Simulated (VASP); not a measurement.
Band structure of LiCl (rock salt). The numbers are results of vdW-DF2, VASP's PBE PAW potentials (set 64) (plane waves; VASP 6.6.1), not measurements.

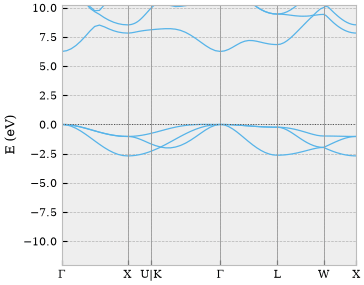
Bands along high-symmetry lines, zero at the valence-band maximum or, without a gap, the Fermi level

### Question
Read the plot: is there a gap, and where are the band edges?

### Answer
The gap is indirect, 6.25 eV, from the valence maximum at K-Γ at 0.79 to the conduction minimum at Γ. (Edges off the drawn lines would not show.)

Measured: gap 9.40 eV (computed value off by -3.15 eV), as given by Wei Chen et al., Physical Review Materials (2018), doi:10.1103/physrevmaterials.2.073803.

The compound is LiCl in the rock salt structure. It was relaxed first.
